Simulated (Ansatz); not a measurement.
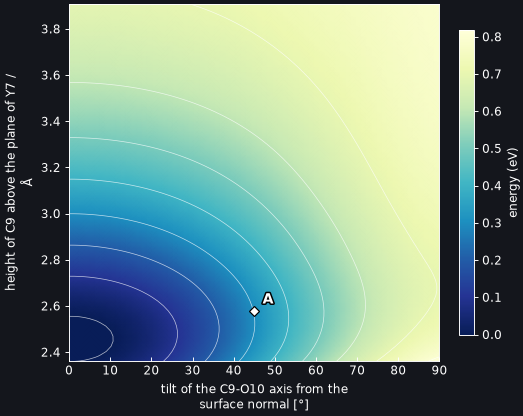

CO on a Y(100) slab cut from the P6_3/mmc phase, its upper half relaxed before the scan (8 atoms of substrate and one adsorbate in a 2 × 1 cell). 
- CO stands on one site of a rigid substrate while its tilt and height are varied at a fixed bond length; it sits over a top site over Y8, heights counted from the top plane, tilted towards the diagonal of the 1 × 1 surface cell.
- Coordinates scanned: (1) tilt of the C9-O10 axis from the surface normal; (2) height of C9 above the plane of Y7.
- Grid: 7 × 6 points.
- Points are written as (first, second).
- Energies are in eV, from the lowest grid point.
- These are results of DFT PBE, scalar-relativistic, plane waves, PAW (Ansatz 0.2.0), not measurements. Settings: cutoff 420 eV, k-mesh 4×5×1, gaussian smearing 0.1 eV, no spin polarisation.

Drawn: a smooth colour map with a few white contour lines, the point A. Between grid points the surface is interpolated.

Question: Which way does the force act at A, and how strong is it?

Answer: A, at (45°, 2.58 Å), is not a stationary point. The computed force is 0.011 eV for each degree towards smaller values of the first coordinate and 0.18 eV for each Å towards smaller values of the second coordinate.
